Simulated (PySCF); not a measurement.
# LiBr: bond curves at several levels of theory, part 2 of 2

PySCF 2.14.0; Li pcseg-1, Br pcseg-1; no relativity.

### 8 B2PLYP

The SCF at the reference distance, 2.186 Å, printed:

```text
[... 17 set-up lines left out, the same as in an earlier log ...]
XC functionals = 0.53*HF + 0.47*B88, 0.73*LYP
    A. D. Becke.,  Phys. Rev. A 38, 3098 (1988)
    C. Lee, W. Yang, and R. G. Parr.,  Phys. Rev. B 37, 785 (1988)
    B. Miehlich, A. Savin, H. Stoll, and H. Preuss.,  Chem. Phys. Lett. 157, 200 (1989)
[... 2 set-up lines left out, the same as in an earlier log ...]
init E= -2580.95475293596
cycle= 1 E= -2580.95516570854  delta_E= -0.000413  |g|= 0.00419  |ddm|= 0.0328
cycle= 2 E= -2580.95517124812  delta_E= -5.54e-06  |g|= 0.00143  |ddm|= 0.00954
cycle= 3 E= -2580.95517230274  delta_E= -1.05e-06  |g|= 0.0004  |ddm|= 0.0023
cycle= 4 E= -2580.95517240183  delta_E= -9.91e-08  |g|= 2.99e-05  |ddm|= 0.000804
cycle= 5 E= -2580.95517240312  delta_E= -1.29e-09  |g|= 5.06e-06  |ddm|= 8.67e-05
cycle= 6 E= -2580.95517240316  delta_E= -3.59e-11  |g|= 1.4e-06  |ddm|= 1.08e-05
Extra cycle  E= -2580.95517240316  delta_E= -4.55e-13  |g|= 6.22e-07  |ddm|= 3.99e-06
converged SCF energy = -2580.95517240316  <S^2> = -1.0658141e-14  2S+1 = 1
```

Re = 2.187 Å, ωe = 574 cm⁻¹, ωexe = 3.39 cm⁻¹, αe = 0.00515 cm⁻¹, Be = 0.5469 cm⁻¹, De = 4.25 eV, μ = -7.09 D.

### 9 revPBE (GGA)

The SCF at the reference distance, 2.186 Å, printed:

```text
[... 13 set-up lines left out, the same as in an earlier log ...]
max_memory 909 MB (current use 252 MB)
[... 3 set-up lines left out, the same as in an earlier log ...]
XC functionals = PBE_R,PBE
    Y. Zhang and W. Yang.,  Phys. Rev. Lett. 80, 890 (1998)
[... 4 set-up lines left out, the same as in an earlier log ...]
init E= -2581.23558966615
cycle= 1 E= -2581.23609517731  delta_E= -0.000506  |g|= 0.0167  |ddm|= 0.068
cycle= 2 E= -2581.23595653085  delta_E= 0.000139  |g|= 0.0209  |ddm|= 0.0562
cycle= 3 E= -2581.23625253031  delta_E= -0.000296  |g|= 0.00125  |ddm|= 0.0344
cycle= 4 E= -2581.23625375974  delta_E= -1.23e-06  |g|= 0.000273  |ddm|= 0.00191
cycle= 5 E= -2581.23625381302  delta_E= -5.33e-08  |g|= 1.34e-05  |ddm|= 0.000351
cycle= 6 E= -2581.2362538132  delta_E= -1.73e-10  |g|= 8.33e-07  |ddm|= 2.63e-05
Extra cycle  E= -2581.23625381319  delta_E= 1.36e-12  |g|= 1.24e-06  |ddm|= 3.35e-06
converged SCF energy = -2581.23625381319  <S^2> = -1.0658141e-14  2S+1 = 1
```

Re = 2.199 Å, ωe = 559 cm⁻¹, ωexe = 3.44 cm⁻¹, αe = 0.00527 cm⁻¹, Be = 0.5411 cm⁻¹, De = 4.17 eV, μ = -6.77 D.

### 10 HSE06

Output of the SCF at 2.186 Å:

```text
[... 17 set-up lines left out, the same as in an earlier log ...]
XC functionals = HSE06
    J. Heyd, G. E. Scuseria, and M. Ernzerhof.,  J. Chem. Phys. 118, 8207 (2003)
    J. Heyd, G. E. Scuseria, and M. Ernzerhof.,  J. Chem. Phys. 124, 219906 (2006)
    A. V. Krukau, O. A. Vydrov, A. F. Izmaylov, and G. E. Scuseria.,  J. Chem. Phys. 125, 224106 (2006)
[... 2 set-up lines left out, the same as in an earlier log ...]
init E= -2581.11670952964
cycle= 1 E= -2581.11671813844  delta_E= -8.61e-06  |g|= 0.00248  |ddm|= 0.0113
cycle= 2 E= -2581.11671789833  delta_E= 2.4e-07  |g|= 0.00238  |ddm|= 0.00782
cycle= 3 E= -2581.1167214089  delta_E= -3.51e-06  |g|= 0.000141  |ddm|= 0.00388
cycle= 4 E= -2581.11672138418  delta_E= 2.47e-08  |g|= 1.92e-05  |ddm|= 0.000181
cycle= 5 E= -2581.11672138441  delta_E= -2.3e-10  |g|= 1.21e-06  |ddm|= 3.38e-05
Extra cycle  E= -2581.11672138441  delta_E= 1.36e-12  |g|= 1.2e-06  |ddm|= 3.83e-06
converged SCF energy = -2581.11672138441  <S^2> = -3.5527137e-15  2S+1 = 1
```

Re = 2.184 Å, ωe = 573 cm⁻¹, ωexe = 3.41 cm⁻¹, αe = 0.00520 cm⁻¹, Be = 0.5483 cm⁻¹, De = 4.31 eV, μ = -6.98 D.

### 11 RHF

Output of the SCF at 2.186 Å:

```text
******** <class 'pyscf.scf.hf_symm.SymAdaptedRHF'> ********
method = SymAdaptedRHF
[... 12 set-up lines left out, the same as in an earlier log ...]
Overwritten attributes  get_j get_occ get_k get_hcore get_jk  of <class 'pyscf.scf.hf_symm.SymAdaptedRHF'>
[... 1 set-up line left out, the same as in an earlier log ...]
init E= -2579.61137110577
cycle= 1 E= -2579.61587968191  delta_E= -0.00451  |g|= 0.0173  |ddm|= 0.176
cycle= 2 E= -2579.61602471164  delta_E= -0.000145  |g|= 0.00411  |ddm|= 0.0507
cycle= 3 E= -2579.61603758003  delta_E= -1.29e-05  |g|= 0.000989  |ddm|= 0.0146
cycle= 4 E= -2579.61603807805  delta_E= -4.98e-07  |g|= 0.000212  |ddm|= 0.00264
cycle= 5 E= -2579.61603813573  delta_E= -5.77e-08  |g|= 4.03e-05  |ddm|= 0.000745
cycle= 6 E= -2579.61603813763  delta_E= -1.9e-09  |g|= 5.91e-06  |ddm|= 0.000125
cycle= 7 E= -2579.61603813766  delta_E= -2.91e-11  |g|= 1.41e-06  |ddm|= 1.37e-05
Extra cycle  E= -2579.61603813766  delta_E= -4.55e-12  |g|= 5.07e-07  |ddm|= 3.33e-06
converged SCF energy = -2579.61603813766
```

Re = 2.209 Å, ωe = 569 cm⁻¹, ωexe = 3.30 cm⁻¹, αe = 0.00493 cm⁻¹, Be = 0.5360 cm⁻¹, De = 3.33 eV, μ = -7.53 D.

### 12 MP2 and coupled cluster

Reference: RHF; core orbitals frozen: 9.

Output of the coupled-cluster run at 2.186 Å:

```text
******** <class 'pyscf.cc.ccsd.CCSD'> ********
CC2 = 0
CCSD nocc = 10, nmo = 27
frozen orbitals [0, 1, 2, 3, 4, 5, 6, 7, 8]
max_cycle = 80
direct = 0
conv_tol = 1e-07
conv_tol_normt = 1e-05
diis_space = 8
diis_start_cycle = 0
diis_start_energy_diff = 1e+09
max_memory 909 MB (current use 252 MB)
Init t2, MP2 energy = -2579.74456860585  E_corr(MP2) -0.128530468181891
Init E_corr(CCSD) = -0.128530468182087
cycle = 1  E_corr(CCSD) = -0.135262480300521  dE = -0.00673201212  norm(t1,t2) = 0.0238933
cycle = 2  E_corr(CCSD) = -0.13671532470653  dE = -0.00145284441  norm(t1,t2) = 0.00691207
cycle = 3  E_corr(CCSD) = -0.137089236656352  dE = -0.00037391195  norm(t1,t2) = 0.00322846
cycle = 4  E_corr(CCSD) = -0.137247848338967  dE = -0.000158611683  norm(t1,t2) = 0.00118476
cycle = 5  E_corr(CCSD) = -0.137227880644003  dE = 1.9967695e-05  norm(t1,t2) = 0.000381326
cycle = 6  E_corr(CCSD) = -0.13722091468652  dE = 6.96595748e-06  norm(t1,t2) = 0.000130872
cycle = 7  E_corr(CCSD) = -0.137221278214164  dE = -3.63527645e-07  norm(t1,t2) = 2.92996e-05
cycle = 8  E_corr(CCSD) = -0.137221566162047  dE = -2.87947883e-07  norm(t1,t2) = 9.78712e-06
cycle = 9  E_corr(CCSD) = -0.137221553582969  dE = 1.25790776e-08  norm(t1,t2) = 2.89214e-06
CCSD converged
E(CCSD) = -2579.753259691247  E_corr = -0.1372215535829691
CCSD(T) correction = -0.0017217231669862
```

Correlation energy (eV) along the bond:

| R (Å) | MP2 | SCS-MP2 | CCSD | CCSD(T) | T1 |
| --- | --- | --- | --- | --- | --- |
| 1.880 | -3.504 | -3.316 | n/a | n/a | n/a |
| 1.967 | -3.501 | -3.312 | -3.738 | -3.785 | 0.005 |
| 2.055 | -3.499 | -3.310 | -3.736 | -3.782 | 0.005 |
| 2.120 | -3.498 | -3.310 | -3.735 | -3.781 | 0.005 |
| 2.186 | -3.497 | -3.310 | -3.734 | -3.781 | 0.005 |
| 2.252 | -3.497 | -3.310 | -3.734 | -3.781 | 0.005 |
| 2.339 | -3.497 | -3.310 | -3.733 | -3.780 | 0.005 |
| 2.448 | -3.497 | -3.311 | -3.733 | -3.780 | 0.006 |
| 2.579 | -3.497 | -3.311 | -3.733 | -3.780 | 0.006 |
| 2.754 | -3.496 | -3.312 | n/a | n/a | n/a |

RHF-MP2: Re = 2.209 Å, ωe = 568 cm⁻¹, ωexe = 3.26 cm⁻¹, αe = 0.00488 cm⁻¹, Be = 0.5363 cm⁻¹, De = 4.15 eV.

RHF-SCS-MP2: Re = 2.210 Å, ωe = 567 cm⁻¹, ωexe = 3.26 cm⁻¹, αe = 0.00487 cm⁻¹, Be = 0.5359 cm⁻¹, De = 4.06 eV.

RHF-CCSD: Re = 2.208 Å, ωe = 568 cm⁻¹, ωexe = 3.25 cm⁻¹, αe = 0.00488 cm⁻¹, Be = 0.5364 cm⁻¹, De = 4.03 eV.

RHF-CCSD(T): Re = 2.209 Å, ωe = 568 cm⁻¹, ωexe = 3.25 cm⁻¹, αe = 0.00488 cm⁻¹, Be = 0.5363 cm⁻¹, De = 4.05 eV.

### 13 All curves

Energy (eV) from each level's lowest point:

| R (Å) | RHF | RHF-MP2 | RHF-SCS-MP2 | RHF-CCSD | RHF-CCSD(T) | PBE | revPBE | r²SCAN | r²SCANh | PBE0 | HSE06 | B2PLYP |
| --- | --- | --- | --- | --- | --- | --- | --- | --- | --- | --- | --- | --- |
| 1.880 | 0.628 | 0.621 | 0.622 | n/a | n/a | 0.531 | 0.569 | 0.567 | 0.562 | 0.529 | 0.534 | 0.547 |
| 1.967 | 0.301 | 0.298 | 0.298 | 0.297 | 0.297 | 0.241 | 0.266 | 0.264 | 0.260 | 0.238 | 0.241 | 0.249 |
| 2.055 | 0.108 | 0.107 | 0.108 | 0.107 | 0.107 | 0.077 | 0.092 | 0.090 | 0.088 | 0.075 | 0.077 | 0.081 |
| 2.120 | 0.032 | 0.031 | 0.031 | 0.031 | 0.031 | 0.018 | 0.025 | 0.023 | 0.022 | 0.016 | 0.017 | 0.019 |
| 2.186 | 0.000 | 0.000 | 0.000 | 0.000 | 0.000 | 0.000 | 0.000 | 0.000 | 0.000 | 0.000 | 0.000 | 0.000 |
| 2.252 | 0.004 | 0.005 | 0.004 | 0.005 | 0.005 | 0.015 | 0.009 | 0.011 | 0.012 | 0.017 | 0.016 | 0.015 |
| 2.339 | 0.053 | 0.054 | 0.053 | 0.054 | 0.054 | 0.075 | 0.061 | 0.065 | 0.067 | 0.080 | 0.077 | 0.075 |
| 2.448 | 0.165 | 0.165 | 0.164 | 0.166 | 0.165 | 0.194 | 0.172 | 0.179 | 0.184 | 0.203 | 0.200 | 0.197 |
| 2.579 | 0.346 | 0.347 | 0.344 | 0.347 | 0.347 | 0.378 | 0.348 | 0.360 | 0.367 | 0.394 | 0.389 | 0.387 |
| 2.754 | 0.631 | 0.633 | 0.629 | n/a | n/a | 0.660 | 0.621 | 0.640 | 0.650 | 0.685 | 0.678 | 0.678 |

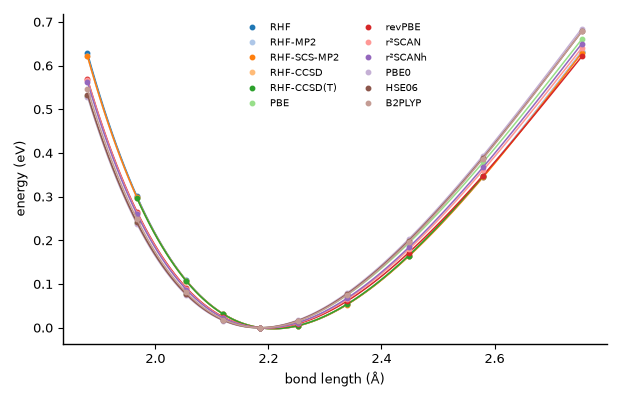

Curves of the followed state at each level, each from its own lowest point. Far from equilibrium a single determinant need not separate into the right atoms, and MP2 on it can jump.

### 14 Constants by level of theory

The summary covers parts 1 to 2.

Lowest PBE0 solution found, without spin–orbit coupling: ¹Σ⁺ (singlet), closed shell. The other levels ran on it alone.

| level | Re (Å) | ωe (cm⁻¹) | De (eV) | μ (D) |
| --- | --- | --- | --- | --- |
| RHF | 2.209 | 569 | 3.33 | -7.53 |
| RHF-MP2 | 2.209 | 568 | 4.15 | n/a |
| RHF-SCS-MP2 | 2.210 | 567 | 4.06 | n/a |
| RHF-CCSD | 2.208 | 568 | 4.03 | n/a |
| RHF-CCSD(T) | 2.209 | 568 | 4.05 | n/a |
| PBE | 2.186 | 568 | 4.30 | -6.68 |
| revPBE | 2.199 | 559 | 4.17 | -6.77 |
| r²SCAN | 2.196 | 565 | 4.42 | -7.14 |
| r²SCANh | 2.194 | 568 | 4.41 | -7.18 |
| PBE0 | 2.183 | 575 | 4.29 | -6.99 |
| HSE06 | 2.184 | 573 | 4.31 | -6.98 |
| B2PLYP | 2.187 | 574 | 4.25 | -7.09 |
| measured | 2.170427 | 563.16 | n/a | n/a |

De is counted to Li + Br in their ground configurations. A positive dipole means Li(−)Br(+).

Measured values: Huber and Herzberg, Constants of Diatomic Molecules, 1979.

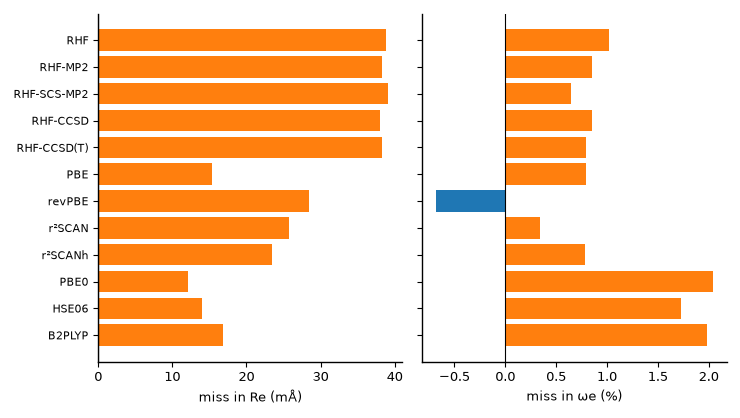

How far each level lies from the measured constants.

Time per point (s) on 1 thread, shared host (CPU time, shared integrals of 0.11 s apart; correlated levels include their reference; CCSD comes with the CCSD(T) run); the times are rough: RHF 0.018, RHF-MP2 0.029, RHF-SCS-MP2 0.029, RHF-CCSD(T) 0.26, PBE 0.31, revPBE 0.24, r²SCAN 0.43, r²SCANh 0.44, PBE0 0.42, HSE06 0.55, B2PLYP 0.29.

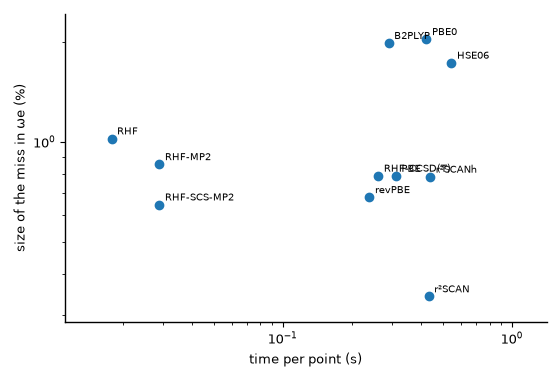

What each level's time buys in the wavenumber.

In words: Against the measured constants, the bond length is nearest at PBE0 (+12 mÅ) and farthest at RHF and RHF-SCS-MP2 (+39 mÅ); the wavenumber is nearest at r²SCAN (+0.3 %) and farthest at PBE0 and B2PLYP (+2.0 %). In a basis this small the correlated methods are far from their limit, so the ranking is that of method and basis together. Of the levels with a De here, RHF gives the least (3.33 eV) and r²SCAN the most (4.42 eV).

Correlated steps freeze 9 core orbitals. B2PLYP dipoles, levels and charges come from its SCF part alone.
